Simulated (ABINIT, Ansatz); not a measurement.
# LiBeH3 (Pm-3m): phonons by linear response, part 3 of 4

How does LiBeH3 (Pm-3m) vibrate, and is this structure a minimum?

ABINIT 10.8.3; DFT LDA, scalar-relativistic, plane waves, PseudoDojo norm-conserving pseudopotentials.

So far, lowest frequency on the path (cm⁻¹): step 7 (dispersion) -609. Also highest frequency (cm⁻¹): step 7 1895. The relaxed cell has a = 3.121 Å (conventional setting).

The structure was built from a prototype and need not be the compound's stable phase.

## Step 8: Sums over the zone

Sums over the zone need many more wavevectors than were solved, so the interpolation is sampled on a dense mesh.

Contents of anaddb.abi:

```
ddb_filepath "all_DDB"
output_file "anaddb.abo"
outdata_prefix "anaddb"
ifcflag 1
ngqpt 4 4 4
nqshft 1
q1shft 0.0 0.0 0.0
asr 1
chneut 1
dipdip 1
dipquad 0
quadquad 0
prtdos 2
ng2qpt 14 14 14
dosdeltae 4.5563e-06
ntemper 11
temperinc 100.0
tempermin 0.0
```

Run with:

```
$ OMP_NUM_THREADS=1 anaddb anaddb.abi > anaddb.log
```

anaddb.abo, the main output file:

```text
[banners, grids, parts of the stress and lines that vanish by symmetry left out]
-outvars_anaddb: echo values of input variables ----------------------

 Flags :
     ifcflag         1
 Miscellaneous information :
         asr         1
 Interatomic Force Constants Inputs :
      dipdip         1
     dipquad         0
    quadquad         0
      ifcana         0
      ifcout         0
 Description of grid 1 :
        brav         1
       ngqpt         4         4         4
      nqshft         1
      q1shft
                     0.00000000E+00  0.00000000E+00  0.00000000E+00
 Phonon DOS information :
   dosdeltae  4.55630000E-06
    dossmear  4.55633525E-06
 Description of grid 2 (Fourier interp. or BZ sampling):
      ng2qpt        14        14        14
      ngrids         4
      q2shft         0.00000000E+00  0.00000000E+00  0.00000000E+00

================================================================================

 read the DDB information and perform some checks

  ==== Info on the Cryst% object ====
 Real(R)+Recip(G) space primitive vectors, cartesian coordinates (Bohr,Bohr^-1):
 R(1)=  5.8981783  0.0000000  0.0000000  G(1)=  0.1695439  0.0000000  0.0000000
 R(2)=  0.0000000  5.8981783  0.0000000  G(2)=  0.0000000  0.1695439  0.0000000
 R(3)=  0.0000000  0.0000000  5.8981783  G(3)=  0.0000000  0.0000000  0.1695439
 Unit cell volume ucvol=  2.0518882E+02 bohr^3
 Angles (23,13,12)=  9.00000000E+01  9.00000000E+01  9.00000000E+01 degrees
 Time-reversal symmetry is present
 Reduced atomic positions [iatom, xred, symbol]:
    1)    0.0000000  0.0000000  0.0000000  Li
    2)    0.5000000  0.5000000  0.5000000  Be
    3)    0.5000000  0.5000000  0.0000000   H
    4)    0.5000000  0.0000000  0.5000000   H
    5)    0.0000000  0.5000000  0.5000000   H

 DDB file with 10 blocks has been read.

================================================================================

 Dielectric Tensor and Effective Charges

 anaddb : Zero the imaginary part of the Dynamical Matrix at Gamma,
   and impose the ASR on the effective charges

 The violation of the charge neutrality conditions
 by the effective charges is as follows :
    atom        electric field
 displacement     direction
       1               1       -0.052394        0.000000
       1               2        0.000000        0.000000
       1               3        0.000000        0.000000
       2               1        0.000000        0.000000
       2               2       -0.052394        0.000000
       2               3        0.000000        0.000000
       3               1        0.000000        0.000000
       3               2        0.000000        0.000000
       3               3       -0.052394        0.000000

 Effective charge tensors after
 imposition of the charge neutrality (if requested by user),
 and eventual restriction to some part :
   atom    displacement
         1         1    1.265897E+00    0.000000E+00    0.000000E+00
         1         2    0.000000E+00    1.265897E+00    0.000000E+00
         1         3    0.000000E+00    0.000000E+00    1.265897E+00
         2         1    2.262285E+00    0.000000E+00    0.000000E+00
         2         2    0.000000E+00    2.262285E+00    0.000000E+00
         2         3    0.000000E+00    0.000000E+00    2.262285E+00
         3         1   -7.469810E-01    0.000000E+00    0.000000E+00
         3         2    0.000000E+00   -7.469810E-01    0.000000E+00
         3         3    0.000000E+00    0.000000E+00   -2.034219E+00
         4         1   -7.469810E-01    0.000000E+00    0.000000E+00
         4         2    0.000000E+00   -2.034219E+00    0.000000E+00
         4         3    0.000000E+00    0.000000E+00   -7.469810E-01
         5         1   -2.034219E+00    0.000000E+00    0.000000E+00
         5         2    0.000000E+00   -7.469810E-01    0.000000E+00
         5         3    0.000000E+00    0.000000E+00   -7.469810E-01
 Now, the imaginary part of the dynamical matrix is zeroed

================================================================================

 Calculation of the interatomic forces

       Homogeneous q point set in the B.Z.
 Grid q points  :       64
  1)   0.00000000E+00  0.00000000E+00  0.00000000E+00
  2)   2.50000000E-01  0.00000000E+00  0.00000000E+00
  3)   5.00000000E-01  0.00000000E+00  0.00000000E+00
  4)  -2.50000000E-01  0.00000000E+00  0.00000000E+00
  5)   0.00000000E+00  2.50000000E-01  0.00000000E+00
  6)   2.50000000E-01  2.50000000E-01  0.00000000E+00
  7)   5.00000000E-01  2.50000000E-01  0.00000000E+00
  8)  -2.50000000E-01  2.50000000E-01  0.00000000E+00
  9)   0.00000000E+00  5.00000000E-01  0.00000000E+00
 10)   2.50000000E-01  5.00000000E-01  0.00000000E+00
 11)   5.00000000E-01  5.00000000E-01  0.00000000E+00
 12)  -2.50000000E-01  5.00000000E-01  0.00000000E+00
 13)   0.00000000E+00 -2.50000000E-01  0.00000000E+00
 14)   2.50000000E-01 -2.50000000E-01  0.00000000E+00
[...]
58)   2.50000000E-01  5.00000000E-01 -2.50000000E-01
 59)   5.00000000E-01  5.00000000E-01 -2.50000000E-01
 60)  -2.50000000E-01  5.00000000E-01 -2.50000000E-01
 61)   0.00000000E+00 -2.50000000E-01 -2.50000000E-01
 62)   2.50000000E-01 -2.50000000E-01 -2.50000000E-01
 63)   5.00000000E-01 -2.50000000E-01 -2.50000000E-01
 64)  -2.50000000E-01 -2.50000000E-01 -2.50000000E-01

 The interatomic forces have been obtained

================================================================================

 Calculation of phonon density of states

 Average speed of sound partial sums:     0.3594649025E-02 (at units)
-                                   =           7.8640 [km/s]

 Debye frequency from partial sums:     0.2375503038E-02 (Ha)
-                                 =     0.1563005914E+02 (THz)
-Debye temperature from partial sums:     0.7501245308E+03 (K)

 Average speed of sound:     0.6691984467E-04 (at units)
-                      =           0.1464 [km/s]

 Debye frequency from DOS:     0.4422359269E-04 (Ha)
-                        =     0.2909772617E+00 (THz)
-Debye temperature from DOS:     0.1396470608E+02 (K)

-
```

Wall time 4.2 s (1 thread of Intel Xeon 6975P-C (Granite Rapids), shared host).

Numbers from this step:

* share of modes beyond 3i cm⁻¹ on the dense interpolated mesh: 0.0423

The phonon density of states has structure finer than the step of the table below, so its rows give means over 100 cm⁻¹, whole bins alone (the curve runs from -639 to 1911 cm⁻¹). Peaks (cm⁻¹: height): 126.4: 0.0392, 177.4: 0.0241, 636.4: 0.0201, 925.4: 0.0148, 1010.4: 0.0232, 1418.4: 0.0517, 1826.4: 0.0084.

Tetrahedra. The phonon density of states by wavenumber; means over each step:

```csv
wavenumber (cm⁻¹),phonon density of states (1/cm⁻¹/cell)
-500,0.00124
-400,0.00122
-300,0.00104
-200,0.00102
-100,9.7e-4
0,0.00119
100,0.0147
200,0.0175
300,0.0108
400,0.00792
500,0.00701
600,0.0106
700,0.0128
800,0.00602
900,0.0116
1000,0.0142
1100,0
1200,0
1300,5.0e-4
1400,0.0192
1500,4.6e-4
1600,7.0e-6
1700,0.00191
1800,0.00680
```

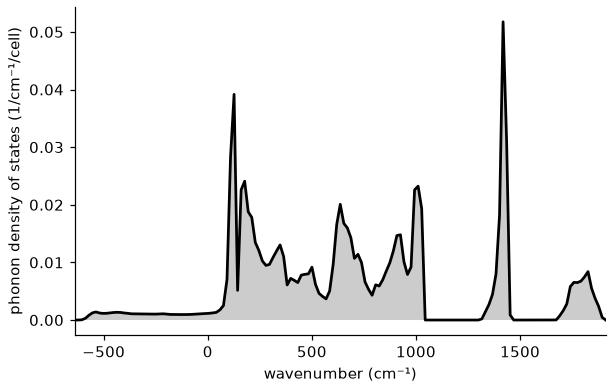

Phonon density of states against wavenumber.

## Step 9: Modes with the sum rule

anaddb reads the merged derivatives, imposes the acoustic sum rule and charge neutrality, and adds the LO-TO term along chosen directions.

Contents of anaddb.abi:

```
ddb_filepath "gamma_DDB"
output_file "anaddb.abo"
outdata_prefix "anaddb"
asr 1
chneut 1
enunit 2
eivec 1
nph1l 1
qph1l 0.0 0.0 0.0 1.0
dieflag 1
nph2l 3
qph2l 
    1.0 0.0 0.0 0.0
    0.0 0.0 1.0 0.0
    1.0 1.0 1.0 0.0
```

Contents of mrgddb.in:

```
gamma_DDB
merged
2
dfpt_gammao_DS2_DDB
gso_DDB
```

Run with:

```
$ mrgddb < mrgddb.in > mrgddb.log
$ OMP_NUM_THREADS=1 anaddb anaddb.abi > anaddb.log
```

anaddb.abo, the main output file:

```text
[banners, grids, parts of the stress and lines that vanish by symmetry left out]
-outvars_anaddb: echo values of input variables ----------------------

 Flags :
[...]
Dielectric Tensor and Effective Charges
[...]
Effective charge tensors after
[...]
Phonon wavevector (reduced coordinates) :  0.00000  0.00000  0.00000
 Phonon energies in Hartree :
[...]
Phonon energies in meV     :
-  0.000000E+00  0.000000E+00  0.000000E+00  1.425768E+01  1.425768E+01
-  1.425768E+01  7.149277E+01  7.149277E+01  7.149277E+01  1.000783E+02
-  1.000783E+02  1.000783E+02  1.793560E+02  1.793560E+02  1.793560E+02
 Phonon frequencies in cm-1    :
-  0.000000E+00  0.000000E+00  0.000000E+00  1.149959E+02  1.149959E+02
-  1.149959E+02  5.766281E+02  5.766281E+02  5.766281E+02  8.071863E+02
-  8.071863E+02  8.071863E+02  1.446603E+03  1.446603E+03  1.446603E+03
 Phonon frequencies in Thz     :
-  0.000000E+00  0.000000E+00  0.000000E+00  3.447492E+00  3.447492E+00
-  3.447492E+00  1.728688E+01  1.728688E+01  1.728688E+01  2.419884E+01
-  2.419884E+01  2.419884E+01  4.336808E+01  4.336808E+01  4.336808E+01
 Phonon energies in Kelvin  :
-  0.000000E+00  0.000000E+00  0.000000E+00  1.654535E+02  1.654535E+02
-  1.654535E+02  8.296392E+02  8.296392E+02  8.296392E+02  1.161361E+03
-  1.161361E+03  1.161361E+03  2.081340E+03  2.081340E+03  2.081340E+03
[...]
-  1  0.00000000E+00  6.86034223E-07 -5.37658460E-03
-     0.00000000E+00  0.00000000E+00  0.00000000E+00
-  2  0.00000000E+00  6.86033429E-07 -5.37657838E-03
-     0.00000000E+00  0.00000000E+00  0.00000000E+00
-  3  0.00000000E+00  6.86033183E-07 -5.37657732E-03
-     0.00000000E+00  0.00000000E+00  0.00000000E+00
-  4  0.00000000E+00  6.86033294E-07 -5.37657645E-03
-     0.00000000E+00  0.00000000E+00  0.00000000E+00
-  5  0.00000000E+00  6.86033183E-07 -5.37657645E-03
-     0.00000000E+00  0.00000000E+00  0.00000000E+00
[...]
-  1  1.60574410E-06 -5.37658436E-03 -6.86002915E-07
-     0.00000000E+00  0.00000000E+00  0.00000000E+00
-  2  1.60574224E-06 -5.37657814E-03 -6.86002122E-07
-     0.00000000E+00  0.00000000E+00  0.00000000E+00
-  3  1.60574167E-06 -5.37657621E-03 -6.86001987E-07
-     0.00000000E+00  0.00000000E+00  0.00000000E+00
-  4  1.60574167E-06 -5.37657708E-03 -6.86001876E-07
-     0.00000000E+00  0.00000000E+00  0.00000000E+00
-  5  1.60574193E-06 -5.37657621E-03 -6.86001876E-07
-     0.00000000E+00  0.00000000E+00  0.00000000E+00
[...]
-  1  5.37658440E-03  1.60573072E-06  0.00000000E+00
-     0.00000000E+00  0.00000000E+00  0.00000000E+00
-  2  5.37657818E-03  1.60572887E-06  0.00000000E+00
-     0.00000000E+00  0.00000000E+00  0.00000000E+00
-  3  5.37657625E-03  1.60572829E-06  0.00000000E+00
-     0.00000000E+00  0.00000000E+00  0.00000000E+00
-  4  5.37657625E-03  1.60572855E-06  0.00000000E+00
-     0.00000000E+00  0.00000000E+00  0.00000000E+00
[...]
-  5 -2.09284434E-02  6.78724922E-07  0.00000000E+00
-     0.00000000E+00  0.00000000E+00  0.00000000E+00
[...]
-     1          0.000000     0.000000    -0.000001     0.000001
-     2          0.000000    -0.000001    -0.000000     0.000001
[...]
-   1     Real    0.0000E+00  0.0000E+00  0.0000E+00  0.0000E+00  0.0000E+00  0.0000E+00  0.0000E+00
[...]
-   2     Real    0.0000E+00  0.0000E+00  0.0000E+00  0.0000E+00  0.0000E+00  0.0000E+00  0.0000E+00
[...]
-   3     Real    0.0000E+00  0.0000E+00  0.0000E+00  0.0000E+00  0.0000E+00  0.0000E+00  0.0000E+00
[...]
-   4     Real    1.3048E-13  1.7712E-13  3.7901E-04  1.5202E-13 -7.0323E-09 -8.1934E-09  3.7901E-04
[...]
-   5     Real    2.4158E-13  3.7901E-04  1.7711E-13 -9.5688E-09 -2.0685E-13  8.1932E-09  3.7901E-04
[...]
-   6     Real    3.7901E-04  2.4157E-13  1.3049E-13  9.5687E-09  7.0326E-09  1.7755E-13  3.7901E-04
[...]
-   7     Real    3.8672E-12  6.9452E-12  1.7949E-03 -5.1825E-12  8.3315E-08 -1.1165E-07  1.7949E-03
[...]
-   8     Real    7.4235E-12  1.7949E-03  6.9459E-12 -1.1543E-07 -7.1807E-12  1.1166E-07  1.7949E-03
[...]
-   9     Real    1.7949E-03  7.4242E-12  3.8665E-12  1.1544E-07 -8.3308E-08 -5.3578E-12  1.7949E-03
[...]
-  10     Real    0.0000E+00  0.0000E+00  0.0000E+00  0.0000E+00  0.0000E+00  0.0000E+00  0.0000E+00
[...]
-  11     Real    0.0000E+00  0.0000E+00  0.0000E+00  0.0000E+00  0.0000E+00  0.0000E+00  0.0000E+00
[...]
-  12     Real    0.0000E+00  0.0000E+00  0.0000E+00  0.0000E+00  0.0000E+00  0.0000E+00  0.0000E+00
[...]
-  13     Real    0.0000E+00  0.0000E+00  1.1238E-03  0.0000E+00  0.0000E+00  0.0000E+00  1.1238E-03
[...]
-  14     Real    1.0128E-11  1.1238E-03  0.0000E+00 -1.0669E-07  0.0000E+00  0.0000E+00  1.1238E-03
[...]
-  15     Real    1.1238E-03  1.0128E-11  0.0000E+00  1.0669E-07  0.0000E+00  0.0000E+00  1.1238E-03
[...]
Phonon at Gamma, with non-analyticity in the
[...]
Phonon energies in Hartree :
[...]
Phonon energies in meV     :
[...]
Phonon frequencies in cm-1    :
[...]
Phonon frequencies in Thz     :
[...]
Phonon energies in Kelvin  :
[...]
-  3.329867E+02  8.296392E+02  8.296392E+02  1.161361E+03  1.161361E+03
-  1.161361E+03  1.392412E+03  2.081340E+03  2.081340E+03  2.414729E+03
[...]
-  1  0.00000000E+00  1.02000498E-06 -5.37658454E-03
-     0.00000000E+00  0.00000000E+00  0.00000000E+00
-  2  0.00000000E+00  1.02000380E-06 -5.37657833E-03
-     0.00000000E+00  0.00000000E+00  0.00000000E+00
-  3  0.00000000E+00  1.02000343E-06 -5.37657727E-03
-     0.00000000E+00  0.00000000E+00  0.00000000E+00
-  4  0.00000000E+00  1.02000360E-06 -5.37657639E-03
-     0.00000000E+00  0.00000000E+00  0.00000000E+00
-  5  0.00000000E+00  1.02000343E-06 -5.37657639E-03
-     0.00000000E+00  0.00000000E+00  0.00000000E+00
[...]
Phonon at Gamma, with non-analyticity in the
[...]
Phonon energies in Hartree :
[...]
Phonon energies in meV     :
-  0.000000E+00  0.000000E+00  0.000000E+00  1.425768E+01  1.425768E+01
-  2.869458E+01  7.149277E+01  7.149277E+01  1.000783E+02  1.000783E+02
-  1.000783E+02  1.199888E+02  1.793560E+02  1.793560E+02  2.080852E+02
 Phonon frequencies in cm-1    :
-  0.000000E+00  0.000000E+00  0.000000E+00  1.149959E+02  1.149959E+02
[...]
Phonon frequencies in Thz     :
[...]
Phonon energies in Kelvin  :
[...]
Phonon at Gamma, with non-analyticity in the
[...]
Phonon energies in Hartree :
[...]
Phonon energies in meV     :
[...]
Phonon frequencies in cm-1    :
[...]
Phonon frequencies in Thz     :
[...]
Phonon energies in Kelvin  :
[...]
-  3.329867E+02  8.296392E+02  8.296392E+02  1.161361E+03  1.161361E+03
-  1.161361E+03  1.392412E+03  2.081340E+03  2.081340E+03  2.414729E+03
[...]
-  4  5.67258041E-03  1.17947266E-02 -1.64338990E-03
-     0.00000000E+00  0.00000000E+00  0.00000000E+00
-  5 -1.66054534E-02 -4.02919051E-03 -1.64338990E-03
-     0.00000000E+00  0.00000000E+00  0.00000000E+00
[...]
Direction                     Dielectric constant
[...]
0.00000   0.00000   1.00000    109.16820471
   1.00000   1.00000   1.00000    109.16820471
-
```

Run time: 0.67 s. Hardware: 1 thread.

Numbers from this step:

* mean static dielectric constant: 109.2
* highest mode moved by the LO-TO term: 1678 cm⁻¹

No LO-TO term; unit eigenvectors of the mass-weighted matrix, from anaddb's displacements. The modes at Γ (shares of kinetic energy by element, %):

```csv
mode,frequency (cm⁻¹),symmetry,Li %,Be %,H %
1,0.0,acoustic,37,47,16
2,0.0,acoustic,37,47,16
3,0.0,acoustic,37,47,16
4,115.0,T1u,62,21,17
5,115.0,T1u,62,21,17
6,115.0,T1u,62,21,17
7,576.6,T1u,1,31,68
8,576.6,T1u,1,31,68
9,576.6,T1u,1,31,68
10,807.2,T2u,0,0,100
11,807.2,T2u,0,0,100
12,807.2,T2u,0,0,100
13,1446.6,T1u,0,1,99
14,1446.6,T1u,0,1,99
15,1446.6,T1u,0,1,99
```

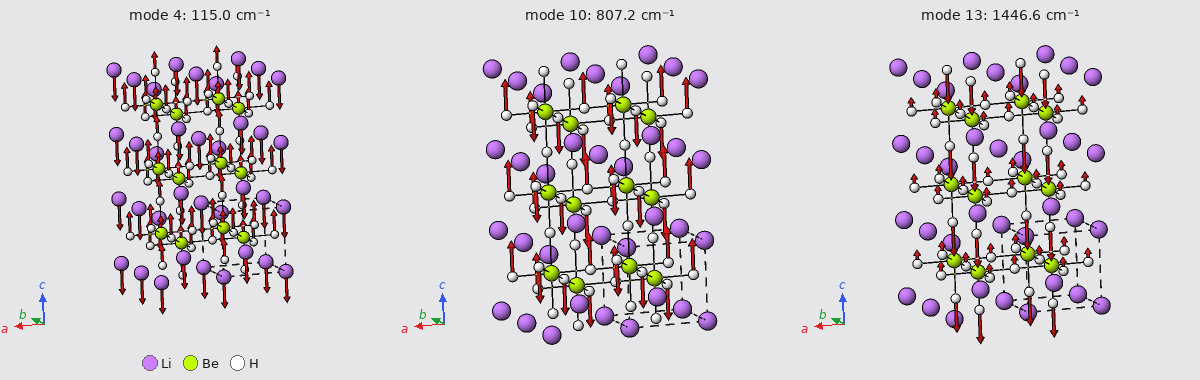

Displacement patterns of modes 4, 10 and 13 at Γ; arrows are exaggerated. 2×2×3 cells are drawn. Some periodic images of atoms are drawn too.

Trace of the oscillator strength, degenerate modes summed. Lines of the infrared spectrum (strongest = 100):

```csv
position (cm⁻¹),lines merged,"IR intensity, relative"
115,3,21
577,3,100
807,3,0.0
1447,3,63
```

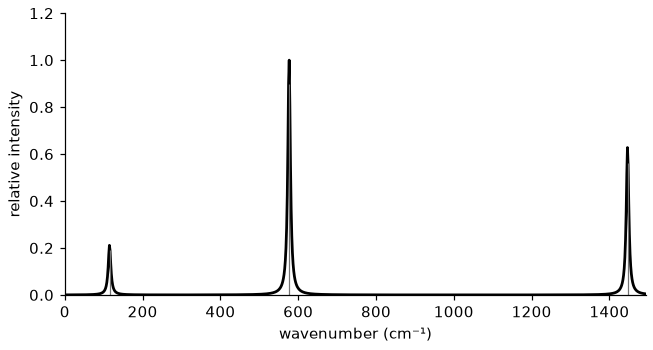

The infrared spectrum, broadened with Lorentzians of width 8 cm⁻¹; bars mark the lines.

Static dielectric tensor (ions relaxed, fixed cell):

```
109.2   0.0   0.0
  0.0 109.2   0.0
  0.0   0.0 109.2
```

Before neutrality was imposed the Born charges missed it by 0.052 e, so ε₀, the LO modes and the intensities above are not converged in mesh or cutoff.

[end of part 3 of 4]

[Host names and launcher messages were left out of these logs when they were recorded.]

[Logs are printed without paths, hosts, clocks, repeated set-up lines and the standing remarks that a program may print on its own settings, such as how far it seeks lower states.]

[Hosts, paths, dates, database ids (printed as entryN), source tags and the programs' standing remarks are cut or masked in the printed files.]
